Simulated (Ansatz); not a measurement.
# Run report: CH3FOSi, single-point calculation

CH3FOSi, SMILES F[SiH]1CO1, set up with RKS M06-2X/6-31G* (Ansatz 0.2.0).

The geometry comes from this level: PBE0-D4/def2-TZVP.

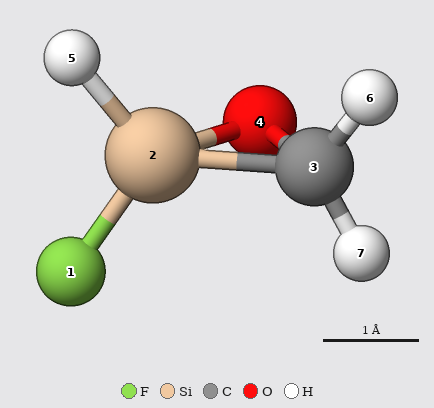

*The structure as given in the input (ball-and-stick view, seen at a tilt; atoms are numbered from 1 in the order of the input).*

Input
```yaml
crystal:
  periodic: [false, false, false]
  atoms:
    - {symbol: F, position_ang: [-2.021146, -0.021068, 0.287563]}
    - {symbol: Si, position_ang: [-0.674755, 0.112702, -0.406925]}
    - {symbol: C, position_ang: [0.803907, 0.018569, 0.462689]}
    - {symbol: O, position_ang: [0.323298, -1.094951, -0.321737]}
    - {symbol: H, position_ang: [-0.900717, 0.729602, -1.655185]}
    - {symbol: H, position_ang: [1.711014, 0.392224, 0.106323]}
    - {symbol: H, position_ang: [0.817150, -0.202261, 1.483305]}
basis:
  gaussian: {orbitals: "6-31G*"}
hamiltonian: {xc: {name: M06-2X}}
scf: {lower_state_search: light}
output: {forces: true}
```

Launch command:
```bash
ansatz run in.yaml --threads 2 --pin off --events-out ev --progress --plain --max-ram 4352MiB
```

Log
```
Error: YAML parse error: error: line 13 column 19: hamiltonian.xc: no functional is named "M06-2X"; the names, which are not case-sensitive, are SVWN5, SPW92, PBE, PBE0, PBEsol, revPBE, revPBE0, RPBE, rPW86-PBE, HSE06, wPBEh, LC-wPBE, HISS, HF, BLYP, B3LYP, B3LYP5, BHLYP, CAM-B3LYP, r2SCAN, r2SCANh, r2SCAN0, r2SCAN50, m-r2SCAN, B97, wB97, wB97X, wB97X-V, B97M-V, wB97M-V, B2PLYP, B2GP-PLYP, PBE0-DH, PBE-QIDH
  --> <input>:13:19
   |
11 | basis:
12 |   gaussian: {orbitals: "6-31G*"}
13 | hamiltonian: {xc: {name: M06-2X}}
   |                   ^ hamiltonian.xc: no functional is named "M06-2X"; the names, which are not case-sensitive, are SVWN5, SPW92, PBE, PBE0, PBEsol, revPBE, revPBE0, RPBE, rPW86-PBE, HSE06, wPBEh, LC-wPBE, HISS, HF, BLYP, B3LYP, B3LYP5, BHLYP, CAM-B3LYP, r2SCAN, r2SCANh, r2SCAN0, r2SCAN50, m-r2SCAN, B97, wB97, wB97X, wB97X-V, B97M-V, wB97M-V, B2PLYP, B2GP-PLYP, PBE0-DH, PBE-QIDH
14 | scf: {lower_state_search: light}
15 | output: {forces: true}
   |
```

Outcome

| quantity | value |
| --- | --- |
| outcome | refused by the program |
| hardware | 2 threads of Arm Neoverse V2, 23 GiB of memory available, shared host |

Diagnosis

The input was spoiled on purpose: method. The program refused the input: “YAML parse error: error: line 13 column 19: hamiltonian.xc: no functional is named "M06-2X" …”
